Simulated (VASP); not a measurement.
Band structure of NaF (rock salt). These are SCAN meta-GGA, VASP's PBE PAW potentials (set 64) (plane waves; VASP) values and carry that method's errors.

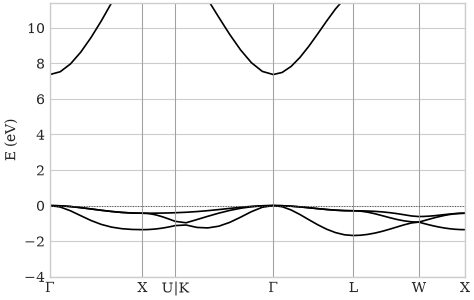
Figure: Bands along high-symmetry lines, zero at the valence-band maximum or, without a gap, the Fermi level

Q: Read the plot: is there a gap, and where are the band edges?

A: The gap is direct, 7.37 eV, from the valence maximum at Γ to the conduction minimum at Γ.

Measured: gap 11.70 eV (computed value off by -4.33 eV), as given by David Koller et al., Journal of Physics Condensed Matter (2013), arXiv:1304.4470.

The compound is NaF in the rock salt structure. It was relaxed first, which changed the volume by -5 %.
